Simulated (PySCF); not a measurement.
## A study: C₂H₆Se, SMILES `C[Se]C`

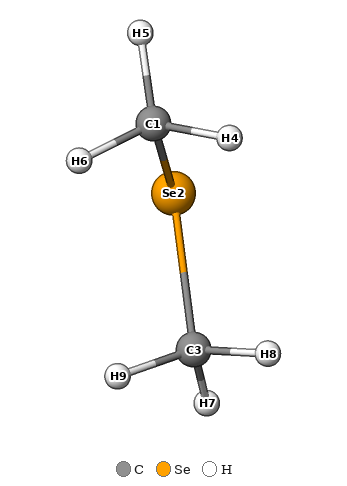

The molecule, with its atoms numbered as below. No frequency check shows the geometry to be a minimum.

Geometry (Å), atoms numbered from 1:

```
C1       1.4610    0.8211    0.0004
Se2     -0.0000   -0.4744    0.0000
C3      -1.4610    0.8211   -0.0004
H4       1.3933    1.4366    0.8944
H5       2.3941    0.2653   -0.0019
H6       1.3939    1.4365   -0.8936
H7      -2.3941    0.2653    0.0019
H8      -1.3938    1.4366    0.8936
H9      -1.3933    1.4366   -0.8944
```

## 1. Bonding charge

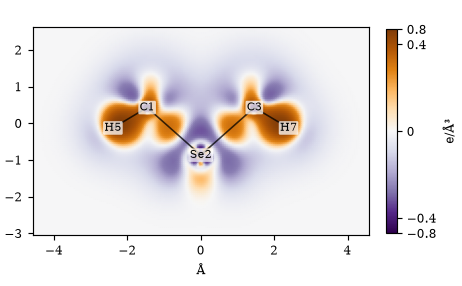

Deformation density (molecule less spherical, spin-averaged free atoms) in the plane of C1, Se2, C3, H5 and H7; colour scale in e/Å³, logarithmic beyond ±0.1; orange: gain, purple: loss.

Level of theory: r2SCAN/def2-SVP (PySCF), at a geometry from GFN2-xTB.

Question: How much density has each bond in this plane gained at its critical point, relative to the free atoms?

Answer: C1–H5 and C3–H7: +0.67 e/Å³ at the bond critical point (bond length 1.09 Å, Mayer order 1.0). C1–Se2 and Se2–C3: +0.15 e/Å³ at the bond critical point (bond length 1.95 Å, Mayer order 1.0). In all, 1.9 electrons gather in the regions of gain relative to the promolecule.

Question: Where do the Hirshfeld charges lie?

Answer: The highest Hirshfeld charge is on H5 and H7 (+0.05 e), the lowest on C1 and C3 (−0.12 e).

```
atom  charge (e)
  C1       −0.12
 Se2       −0.01
  C3       −0.12
  H4       +0.04
  H5       +0.05
  H6       +0.04
  H7       +0.05
  H8       +0.04
  H9       +0.04
```

## 2. Local ionisation energy

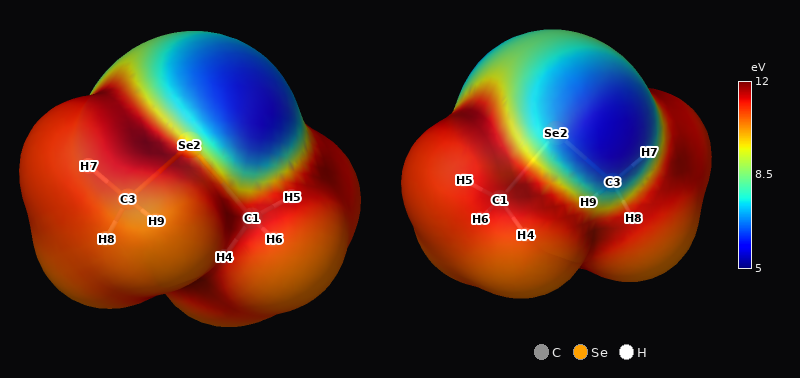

Average local ionisation energy on the surface of electron density 0.001 a.u. (back view left, front view right).

Question: Locate the minima of the map.

Answer: The lowest value is 5.8 eV, 2.4 Å from Se2, and at like points elsewhere. Further minima include 10.4 eV, 1.4 Å from H8, and at like points elsewhere. For comparison, the highest occupied orbital lies at −4.9 eV.

Question: What volume does the surface enclose, and what is the dipole moment?

Answer: About 100 Å³; the dipole moment is 1.5 D.

## 3. Excited states

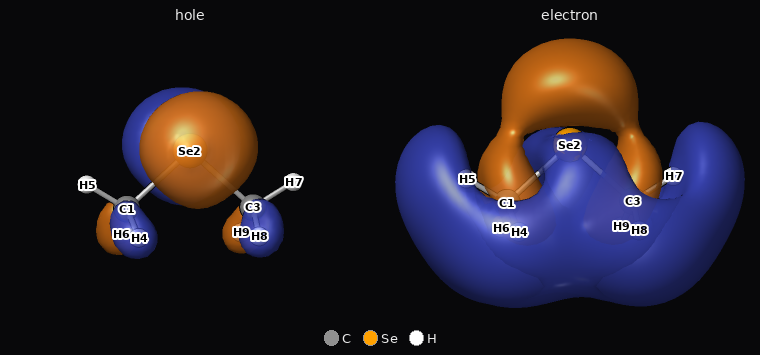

Leading natural transition orbital pair of S₂ (TDA singlet states); the surfaces enclose about 85 % of each orbital's density.

Method: CAM-B3LYP/def2-SVP; geometry: GFN2-xTB; program: PySCF. Without diffuse functions Rydberg states are missing, so the states' numbers hold for this basis only.

Question: Where does the state lie, and where do hole and electron sit?

Answer: 6.59 eV (188 nm), f = 0.001 (very weak), partly diffuse acceptor orbital, which a basis without diffuse functions describes poorly; the leading pair carries 99 %; hole on Se2 (82 %), electron on Se2 (33 %), C1 and C3 (15 % each) and H4, H6, H8 and H9 (6 % each) (atom shares of so diffuse an orbital are rough); their centroids lie 0.9 Å apart. In canonical orbitals it is mainly HOMO → LUMO+1 (72 %). The HOMO–LUMO gap is 9.12 eV.

## 4. In an electric field

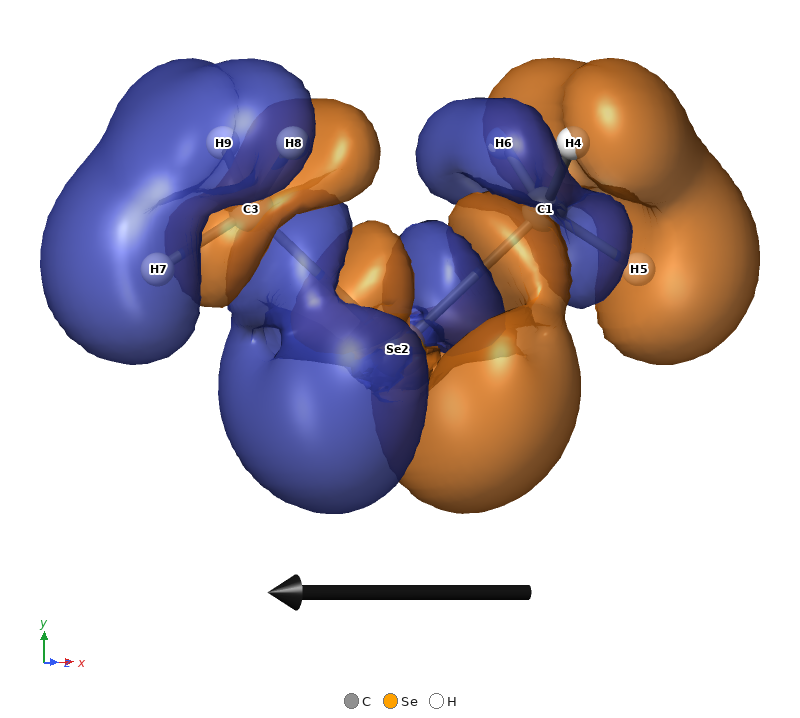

Change of the electron density in a uniform field of 0.41 V/Å along −x (arrow), surfaces at ±0.002 e/Å³ (orange: gain, blue: loss).

Method: HF/def2-SVPD; geometry: GFN2-xTB; program: PySCF.

The field was applied in both directions; the picture shows the one opposite to the script's first.

Question: What dipole is induced, and what polarisability does it imply?

Answer: The induced dipole is 1.26 D (along the field); α along this axis, from the fields in both directions, is 62 bohr³ (9.2 Å³).

## 5. Localised orbitals

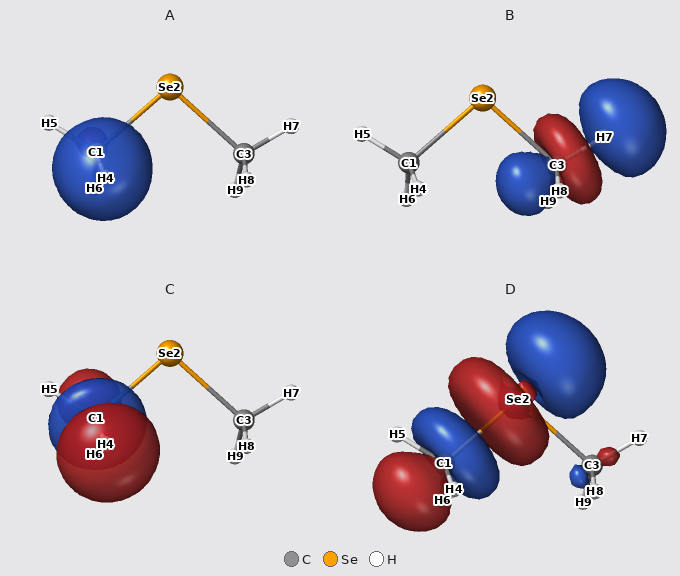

Intrinsic bond orbitals (IBO), occupied and valence-virtual; each surface holds about 85 % of the orbital's density. Energies are diagonal elements of the Fock matrix.

Level of theory: BLYP/def2-SVPD (PySCF), at a geometry from GFN2-xTB.

Question: Identify each orbital.

Answer: By panel:
- A: σ bond C1–H4 (C1 58 %, H4 42 %; −12.0 eV)
- B: σ* orbital H7–C3 (H7 58 %, C3 42 %; 7.7 eV)
- C: σ* orbital H4–C1 (H4 57 %, C1 42 %; 7.7 eV)
- D: σ* orbital Se2–C1 (Se2 52 %, C1 47 %; 1.7 eV)

## 6. Stretching a bond

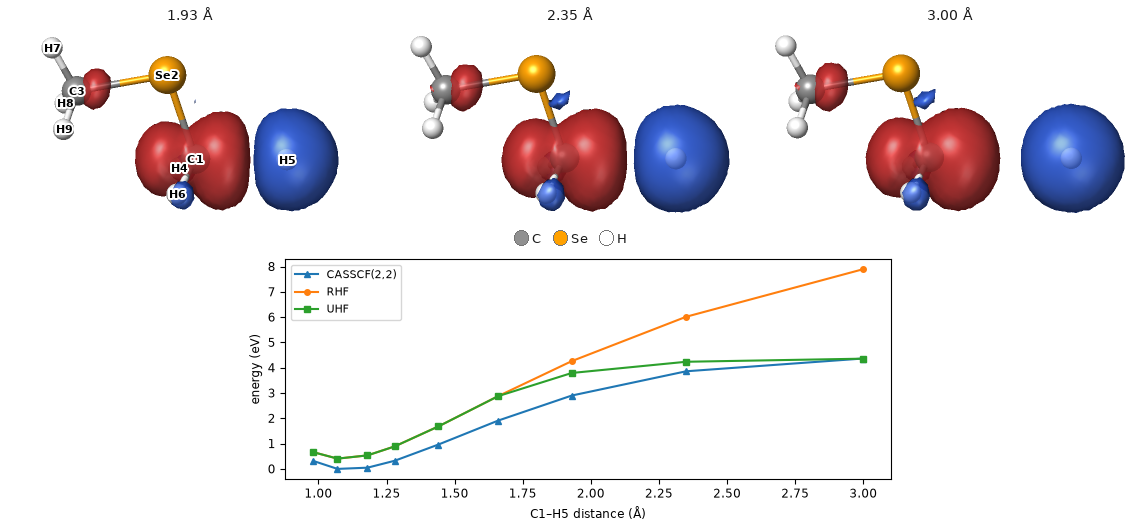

Rigid stretch of the C1–H5 bond. Broken-symmetry UHF spin density at ±0.03 e/Å³ (blue: α, red: β). Below: energies along the scan, from the lowest point of the three curves.

Method: def2-SVP basis; geometry: GFN2-xTB; program: PySCF.

Question: How does the broken-symmetry solution share the spin, and how far is it from a pure singlet?

Answer: At 3.00 Å excess α spin lies mostly on H5 and excess β on C1; the two could be swapped at no cost. ⟨S²⟩ is 0.58 at 1.93 Å, 0.89 at 2.35 Å and 1.00 at 3.00 Å, against 0 for a pure singlet and 1 for an equal mix of singlet and triplet.

Question: Where does the UHF solution part from RHF?

Answer: Between 1.44 Å (⟨S²⟩ = 0, the two coincide) and 1.66 Å (⟨S²⟩ = 0.03); at 3.00 Å ⟨S²⟩ is 1.00 and UHF lies 3.5 eV below RHF.

Question: How much energy does the stretch cost?

Answer: By CASSCF, 4.4 eV from the lowest point of the scan (1.07 Å) to 3.00 Å; RHF gives 7.5 eV from its own lowest point. The fragments aren't relaxed and dynamic correlation is missing, so this isn't a bond dissociation energy.
